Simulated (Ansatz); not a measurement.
AlIn2N3 (Cmc2_1), computed twice by G0W0.

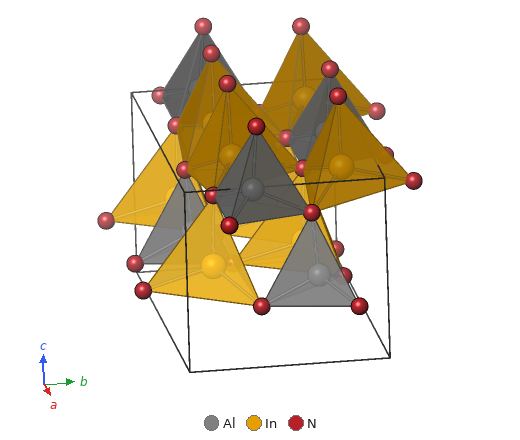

The structure (aluminium grey, indium orange, nitrogen red). Some periodic images of atoms are drawn too.

```
Al In N
1.0
     5.14810   -2.96287    0.00000
     5.14810    2.96287    0.00000
     0.00000    0.00000    5.50004
Al In N
2 4 6
Direct
  0.34124 0.65876 0.98922
  0.65876 0.34124 0.48922
  0.98830 0.33541 0.98712
  0.66459 0.01171 0.98712
  0.01171 0.66459 0.48712
  0.33541 0.98830 0.48712
  0.96886 0.33296 0.38564
  0.66704 0.03114 0.38564
  0.03114 0.66704 0.88564
  0.33296 0.96886 0.88564
  0.36864 0.63136 0.33727
  0.63136 0.36864 0.83727
```

The cell and positions are those that the Materials Project relaxed with its own functionals (PBE, PBE+U or r2SCAN), kept fixed.

The first (Ansatz 0.2.0; start PBE, 6×6×4 mesh, 151 empty bands, screening to 54 eV, PAW set soft_1 files; 1 × NVIDIA H100 80GB HBM3 (shared by 6 runs) with 2 threads of AMD EPYC 7R13 (Zen 3), shared host) gave, on its mesh: starting gap 0.88 eV, G0W0 gap 1.35 eV, RPA ε∞ (mean) 7.59, 2.4 min.

**Question.** The second changes empty bands from 151 to 427 and screening cutoff (eV) from 54 to 108. What does it give?

It gave: starting gap 0.88 eV, G0W0 gap 1.56 eV, RPA ε∞ (mean) 7.43, 5.9 min. The G0W0 gap moves by +0.22 eV, +0.00 eV from the start and +0.22 eV from the correction. Σc changes by −0.43 eV at the valence top and −0.22 eV at the conduction bottom, and Σx − Vxc between them by +0.00 eV.

Limits: not at the basis limit; no spin-orbit coupling; coarse k mesh.

[Paths, hosts, dates, memory and timing lines, banners, echoed tables and standing remarks are left out of the program output.]

[Logs are printed without paths, hosts, clocks, repeated set-up lines and the standing remarks that a program may print on its own settings, such as how far it seeks lower states.]

[Runs of the session that timed out or met a known fault of the program may be left out.]

[Cells called generated may have been cut or substituted from an entry of the Crystallography Open Database or the Materials Project.]

[Hosts, paths, dates, database ids (printed as entryN), source tags and the programs' standing remarks are cut or masked in the printed files.]
